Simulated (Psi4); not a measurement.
# C2H4ClF (SMILES FCCCl) at SVWN5/6-311+G(d,p)

Aim: the vertical electron affinity of C2H4ClF at SVWN5/6-311+G**, from 2 runs. 

The results are computed with Psi4 1.11.

3 further runs of the same task are left out: 2 that didn't finish, 1 set aside as unsound or not needed.

## Step 1: Starting point

C2H4ClF has 8 atoms, charge 0, and is taken as a singlet. SMILES: `FCCCl`. Geometry: relaxed at PBE0-D4/def2-TZVP. This is one conformer, not always the lowest.

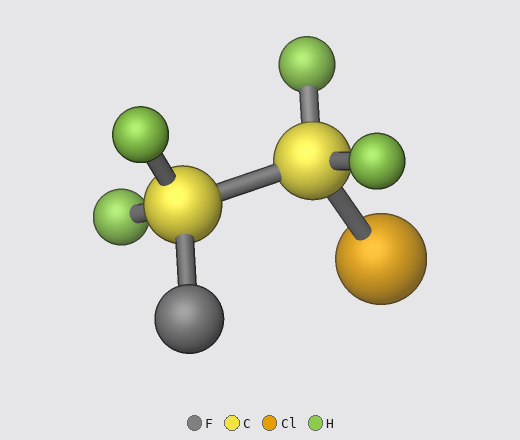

The structure, seen from a chosen angle (fluorine grey, carbon yellow, chlorine amber, hydrogen green).

## Step 2: The energy at SVWN5/6-311+G(d,p)

Contents of c2h4clf.in:

```
memory 1.6 GB

molecule system {
  0 1
  F     -1.336980     0.498150     1.030500
  C     -0.143560     0.671020     0.368890
  C      0.300450    -0.609920    -0.275720
  Cl    -0.759330    -1.087620    -1.620890
  H     -0.273910     1.462220    -0.374180
  H      0.609620     0.981160     1.102570
  H      0.296790    -1.425630     0.446820
  H      1.306920    -0.489380    -0.677980
  symmetry c1
  no_reorient
  no_com
}

set basis 6-311+G**
set puream true
set e_convergence 1e-09
set d_convergence 1e-08
set scf_type pk
set dft_radial_points 99
set dft_spherical_points 590

result, w = energy('scf', dft_functional={"name": "SVWN5", "x_functionals": {"LDA_X": {}}, "c_functionals": {"LDA_C_VWN": {}}}, return_wfn=True)
print_variables()
```

Command:

```sh
$ psi4 c2h4clf.in c2h4clf.out -n 1
```

c2h4clf.out:

```text
[...]
  Running in c1 symmetry.
[...]
  Nuclear repulsion =  161.672007380544187
[...]
  Multiplicity = 1
[...]
  Nalpha       = 21
  Nbeta        = 21
[...]
    Number of basis functions: 120
[...]
   @RKS iter   1:  -635.45882795262912    1.14784e-01   7.62105e-03 ADIIS/DIIS
[...]
   @RKS iter  12:  -635.87149276165462   -5.11591e-12   3.65787e-09 DIIS
[...]
    Orbital Energies [Eh]
    ---------------------
    Doubly Occupied:
       1A   -100.348657     2A    -24.085104     3A     -9.870401
       4A     -9.850419     5A     -9.148787     6A     -7.011484
       7A     -6.999374     8A     -6.999068     9A     -1.108328
      10A     -0.802607    11A     -0.688073    12A     -0.578034
      13A     -0.481832    14A     -0.470489    15A     -0.443947
      16A     -0.401838    17A     -0.386752    18A     -0.325898
      19A     -0.308449    20A     -0.271843    21A     -0.270141
[...]
  @RKS Final Energy:  -635.87149276165462
   => Energetics <=
    Nuclear Repulsion Energy =            161.6720073805441871
    One-Electron Energy =               -1200.6819441071902475
    Two-Electron Energy =                 451.2090443160290079
    DFT Exchange-Correlation Energy =     -48.0706003510374913
    Empirical Dispersion Energy =           0.0000000000000000
    VV10 Nonlocal Energy =                  0.0000000000000000
    Total Energy =                       -635.8714927616546220
[...]
 Multipole Moments:
 ------------------------------------------------------------------------------------
     Multipole            Electronic (a.u.)      Nuclear  (a.u.)        Total (a.u.)
 ------------------------------------------------------------------------------------
 L = 1.  Multiply by 2.5417464519 to convert [e a0] to [Debye]
 Dipole X            :         42.7527256          -41.6886244            1.0641011
 Dipole Y            :         25.0462521          -24.7766150            0.2696371
 Dipole Z            :         32.7657993          -32.5493609            0.2164384
 Magnitude           :                                                    1.1188659
[...]
```

Wall time 13 s (1 thread of Intel Xeon 6975P-C (Granite Rapids), shared host); peak memory 0.73 GiB.

## Step 3: The doublet anion at the same level

Contents of calc.py:

```python
import psi4

psi4.set_memory(1600000000)
psi4.set_num_threads(1)
psi4.core.set_output_file('psi4.out', False)

mol = psi4.geometry("""
-1 2
F     -2.52652603     0.94136707     1.94736277
C     -0.27128908     1.26804402     0.69710107
C      0.56776821    -1.15258176    -0.52103529
Cl    -1.43492574    -2.05530393    -3.06303818
H     -0.51761488     2.76319533    -0.70709772
H      1.15201484     1.85412368     2.08355533
H      0.56085182    -2.69405026     0.84436743
H      2.46972087    -0.92479417    -1.28119652
units bohr
symmetry c1
""")

psi4.set_options({
    'basis': '6-311+G**',
    'reference': 'uks',
    'puream': True,
    'e_convergence': 1e-09,
    'd_convergence': 1e-08,
    'scf_type': 'pk',
    'dft_radial_points': 99,
    'dft_spherical_points': 590,
    'maxiter': 100,
})

e_tot, wfn = psi4.energy("scf", dft_functional={"name": "SVWN5", "x_functionals": {"LDA_X": {}}, "c_functionals": {"LDA_C_VWN": {}}}, return_wfn=True)
psi4.oeprop(wfn, "MAYER_INDICES", "LOWDIN_CHARGES", "QUADRUPOLE", title="SCF")
print(f'scf energy: {e_tot:.10f} Eh')
for k, v in sorted(psi4.core.scalar_variables().items()):
    print(f'{k:45s} {v:18.10f}')
```

Command:

```sh
$ python calc.py
```

psi4.out:

```text
[...]
  Running in c1 symmetry.
[...]
  Nuclear repulsion =  161.672007490821642
[...]
  Multiplicity = 2
[...]
  Nalpha       = 22
  Nbeta        = 21
[...]
    Number of basis functions: 120
[...]
   @UKS iter   1:  -635.11879969135464    4.54812e-01   9.40658e-03 DIIS/ADIIS
[...]
   @UKS iter  15:  -635.83670095300977   -3.88809e-11   9.40097e-09 DIIS
[...]
   @S^2 Observed:                7.501878632E-01
[...]
    Orbital Energies [Eh]
    ---------------------
    Alpha Occupied:
       1A   -100.198933     2A    -23.932554     3A     -9.700155
       4A     -9.677754     5A     -8.999042     6A     -6.860860
       7A     -6.850061     8A     -6.849810     9A     -0.955090
      10A     -0.646549    11A     -0.525821    12A     -0.415251
      13A     -0.322516    14A     -0.309202    15A     -0.284075
      16A     -0.238495    17A     -0.231115    18A     -0.171702
      19A     -0.150332    20A     -0.122063    21A     -0.120715
      22A      0.096981
    Alpha Virtual:
      23A      0.110576    24A      0.117670    25A      0.128272
[...]
  @UKS Final Energy:  -635.83670095300977
   => Energetics <=
    Nuclear Repulsion Energy =            161.6720074908216418
    One-Electron Energy =               -1207.2191802358474888
    Two-Electron Energy =                 457.9114077097299287
    DFT Exchange-Correlation Energy =     -48.2009359177138705
    Empirical Dispersion Energy =           0.0000000000000000
    VV10 Nonlocal Energy =                  0.0000000000000000
    Total Energy =                       -635.8367009530097675
[...]
 Multipole Moments:
 ------------------------------------------------------------------------------------
     Multipole            Electronic (a.u.)      Nuclear  (a.u.)        Total (a.u.)
 ------------------------------------------------------------------------------------
 L = 1.  Multiply by 2.5417464519 to convert [e a0] to [Debye]
 Dipole X            :         -6.9520038            4.8841857           -2.0678181
 Dipole Y            :         -2.1394699            1.6507187           -0.4887511
 Dipole Z            :         -2.7239104            1.7961689           -0.9277415
 Magnitude           :                                                    2.3185024
 L = 2.  Multiply by 1.3450342976 to convert [e a0^2] to [Debye ang]
 Quadrupole XX       :       -104.8805972           62.0265216          -42.8540755
 Quadrupole XY       :          4.7237824           -4.7495913           -0.0258090
[...]
```

The script printed:

```text
scf energy: -635.8367009530 Eh
CURRENT ENERGY                                   -635.8367009530
CURRENT REFERENCE ENERGY                         -635.8367009530
DD SOLVATION ENERGY                                 0.0000000000
DFT FUNCTIONAL TOTAL ENERGY                      -635.8367009530
DFT TOTAL ENERGY                                 -635.8367009530
DFT VV10 ENERGY                                     0.0000000000
DFT XC ENERGY                                     -48.2009359177
GRID ELECTRONS ALPHA                               21.9999998938
GRID ELECTRONS BETA                                20.9999997266
GRID ELECTRONS TOTAL                               42.9999996204
NUCLEAR REPULSION ENERGY                          161.6720074908
ONE-ELECTRON ENERGY                             -1207.2191802358
PCM POLARIZATION ENERGY                             0.0000000000
PE ENERGY                                           0.0000000000
SCF ITERATION ENERGY                             -635.8367009530
SCF ITERATIONS                                     15.0000000000
SCF TOTAL ENERGY                                 -635.8367009530
TWO-ELECTRON ENERGY                               457.9114077097
XC GRID RADIAL POINTS                              99.0000000000
XC GRID SPHERICAL POINTS                          590.0000000000
XC GRID TOTAL POINTS                           445550.0000000000
```

Wall time 23 s (1 thread of Intel Xeon 6975P-C (Granite Rapids), shared host); peak memory 0.73 GiB.

## Step 4: What came out

Level: SVWN5/6-311+G**.

| quantity | value |
| --- | --- |
| singlet C2H4ClF: total energy | -635.87149 Eh |
| singlet C2H4ClF: dipole moment | 2.84 D |
| singlet C2H4ClF: HOMO energy | -7.35 eV |
| singlet C2H4ClF: LUMO energy | -0.82 eV |
| singlet C2H4ClF: HOMO–LUMO gap | 6.53 eV |
| doublet anion: total energy | -635.83670 Eh |
| doublet anion: HOMO energy (highest over α and β) | 2.64 eV |
| doublet anion: LUMO energy (lowest over α and β) | 3.01 eV |
| doublet anion: ⟨S²⟩ | 0.750 |
| vertical electron affinity (to the doublet anion) | -0.947 eV |

The anion lies 0.95 eV (91.3 kJ/mol) above the neutral: the electron isn't bound at this level, and such a value depends on the basis. The HOMO (doublet anion) lies at positive energy, 2.64 eV, as semi-local functionals often give for anions; only total energies tell whether the electron is bound.
